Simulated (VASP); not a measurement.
# A VASP study of Al2Cu (Khatyrkite) (LDA): structure first, properties next, part 5 of 5

Aim: relax Al2Cu (Khatyrkite), then compute properties on the relaxed cell. Left out of this account: 1 further run (bands with LDA: it shows nothing beyond the runs told). The start is a cell from a database of measured crystal structures.

VASP 6.6.1; LDA; plane waves and PAW (Al, Cu).

Still holding for the runs below: The k-mesh is coarse for a metal.

So far. Step 13 (Volume scan with LDA, volume scale 1.06): The pressure falls from -4.23 to -5.99 GPa. The parabola predicted -5.99 GPa, +0.01 GPa off.

**14. Comparing the runs**

Times are for 4 MPI ranks of Intel Xeon Platinum 8259CL at 2.50GHz (Skylake/Cascade Lake), shared host. The runs compared:

```csv
no.,volume scale,energy above the lowest point (meV/atom),pressure (GPa),time,memory (GiB)
1,0.94,22.03,8.231,11 s,0.65
2,0.96,9.78,5.177,11 s,0.65
3,0.98,2.63,2.478,11 s,0.65
4,1,0,-0.05947,12 s,0.66
5,1.02,1.51,-2.269,12 s,0.67
6,1.04,6.71,-4.229,12 s,0.66
7,1.06,15.21,-5.992,12 s,0.67
```

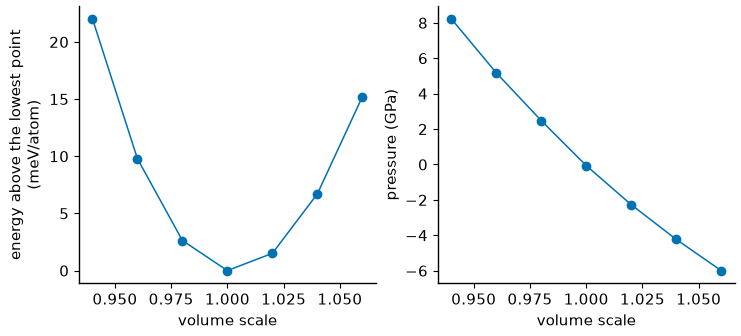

The series as plots.

**15. Fit for LDA**

This step: Birch-Murnaghan fit, LDA; plane waves and PAW (VASP 6.6.1).

No new run; the numbers come from the runs before.

This step gave:

* pressure derivative of the bulk modulus: 4.307
* r.m.s. error of the fit: 7.47e-6 eV/atom
* minimum inside the sampled range: yes
* bulk modulus: 115.7 GPa
* equilibrium volume of the fit: 14.08 Å³/atom

Table of energy above the fitted minimum by volume:

```csv
volume (Å³/atom),energy above the fitted minimum (eV/atom)
13.202,0.0220
13.483,0.00980
13.764,0.00265
14.045,1.6e-5
14.326,0.00153
14.607,0.00672
14.888,0.0152
```

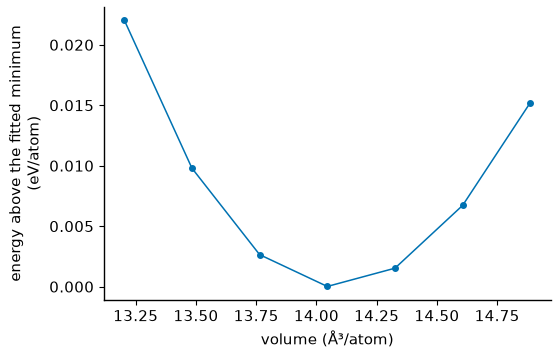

Energy above the fitted minimum, plotted against volume.

The fitted volume lies +0.24 % from the relaxed one. At a finite cutoff and mesh the minimum of the energy and the zero of the stress don't quite coincide, and the relaxation stops at a threshold. The atoms bear forces along the scan, since they were held; freeing them would lower the modulus.

**16. Band structure (LDA), changed input**

This step: LDA; plane waves and PAW (Al, Cu) (VASP 6.6.1).

This run is made with a changed input; what comes of it follows.

Contents of INCAR:

```
SYSTEM = Al2Cu
PREC = Accurate
ENCUT = 400
EDIFF = 1E-06
NELM = 84
ISMEAR = 1
SIGMA = 0.2
LREAL = .FALSE.
ALGO = Normal
GGA = CA
NBANDS = 33
LASPH = .TRUE.
LORBIT = 11
LWAVE = .FALSE.
LCHARG = .FALSE.
KPAR = 4
```

Contents of POSCAR:

```
Al2Cu
1.0
   -5.5866400000      5.5866400000      4.5552000000
    5.5866400000     -5.5866400000      4.5552000000
    5.5866400000      5.5866400000     -4.5552000000
Al Cu
4 2
Direct
    0.6599107228      0.1599107228      0.8198214456
    0.1599107228      0.3400892772      0.5000000000
    0.3400892772      0.8400892772      0.1801785544
    0.8400892772      0.6599107228      0.5000000000
    0.2500000000      0.2500000000      0.0000000000
    0.7500000000      0.7500000000      0.0000000000
```

Contents of KPOINTS:

```
Automatic mesh
0
Gamma
3 3 3
0 0 0
```

Contents of KPOINTS_OPT:

```
Line mode
16
Line-mode
Reciprocal
  0.00000000   0.00000000   0.00000000 GAMMA
  0.00000000   0.00000000   0.50000000 X

  0.00000000   0.00000000   0.50000000 X
 -0.50000000   0.50000000   0.50000000 M

 -0.50000000   0.50000000   0.50000000 M
  0.00000000   0.00000000   0.00000000 GAMMA

  0.00000000   0.00000000   0.00000000 GAMMA
  0.41620845   0.41620845  -0.41620845 Z

  0.41620845   0.41620845  -0.41620845 Z
  0.25000000   0.25000000   0.25000000 P

  0.25000000   0.25000000   0.25000000 P
  0.00000000   0.50000000   0.00000000 N

  0.00000000   0.50000000   0.00000000 N
 -0.41620845   0.58379155   0.41620845 Z1

 -0.41620845   0.58379155   0.41620845 Z1
 -0.50000000   0.50000000   0.50000000 M

  0.00000000   0.00000000   0.50000000 X
  0.25000000   0.25000000   0.25000000 P
```

PAW data sets: Al and Cu (LDA family, release 64).

Started as:

```console
mpirun -np 4 vasp_std
```

The program printed:

```text
[... set-up lines as in an earlier step ...]
 entering main loop
       N       E                     dE             d eps       ncg     rms          rms(c)
DAV:   1     0.125394781278E+03    0.12539E+03   -0.76748E+03   396   0.587E+02
DAV:   2     0.123682354954E+00   -0.12527E+03   -0.89274E+02   398   0.116E+02
DAV:   3    -0.696378552904E+01   -0.70875E+01   -0.67848E+01   512   0.412E+01
DAV:   4    -0.724592746232E+01   -0.28214E+00   -0.27959E+00   448   0.899E+00
[...]
DAV:  13    -0.631470551382E+01   -0.10393E-05   -0.43091E-05   586   0.374E-02    0.128E-02
DAV:  14    -0.631470011434E+01    0.53995E-05   -0.20093E-05   606   0.320E-02    0.364E-03
DAV:  15    -0.631469999763E+01    0.11671E-06   -0.30987E-06   510   0.109E-02
   1 F= -.63147000E+01 E0= -.63121449E+01  d E =-.766537E-02
 Start KPOINTS_OPT (optional k-point list driver)
k-point batch [1-6\144]
       N       E                     dE             ncg
DAV:   1     0.616036346064E+02   -0.43677E+03      396
DAV:   2    -0.611949474747E+03   -0.67355E+03      396
DAV:   3    -0.657499020895E+03   -0.45550E+02      504
DAV:   4    -0.659640993930E+03   -0.21420E+01      488
DAV:   5    -0.659787754505E+03   -0.14676E+00      624
DAV:   6    -0.659789126248E+03   -0.13717E-02      472
DAV:   7    -0.659789184489E+03   -0.58240E-04      632
DAV:   8    -0.659789185063E+03   -0.57416E-06      350
[...]
k-point batch [127-132\144]
       N       E                     dE             ncg
```

It took 4.6 min on 4 MPI ranks of Intel Xeon Platinum 8259CL at 2.50GHz (Skylake/Cascade Lake), shared host.

The run was cut off at its time limit.

The fault in the input: cell typed in bohr. POSCAR is in ångström: multiply bohr by 0.529.

**17. Outcome**

* relaxed volume: 14.04 Å³/atom
* relaxed conventional cell a, b, c: 5.913, 5.913, 4.821 Å
* space group after relaxing, within 0.02 Å: I4/mcm (No. 140)
* band gap: none, a metal
* DOS at the Fermi level: 2.25 states/eV/cell
* bulk modulus from the fit: 116 GPa
* volume from the fit: 14.1 Å³/atom

What this shows: With LDA, Al2Cu (Khatyrkite) relaxes to 14.04 Å³/atom in space group I4/mcm (held by the symmetry of the run), comes out as a metal and has a bulk modulus of 116 GPa at fixed shape and positions, an upper bound. Against the listed cell the volume lies -6.1 % (a -2.5 %, c -1.1 %). Band structure (LDA): Of the bands kept, 5 cross the Fermi level on this path. The k-sampling is coarse for a metal, so the Fermi level, pressures and the shape of the cell carry errors. No search among competing phases was made, and a listed structure need not be the one stable at ambient conditions. All values are for a static lattice at zero temperature.

[Lines on the potential files, build, host, timing and source positions are cut from VASP's logs without a mark.]

[Logs are printed without paths, hosts, clocks, repeated set-up lines and the standing remarks that a program may print on its own settings, such as how far it seeks lower states.]

[Hosts, paths, dates, database ids (printed as entryN), source tags and the programs' standing remarks are cut or masked in the printed files.]

[A measured line is paired with the nearest computed mode of its activity, which favours agreement.]
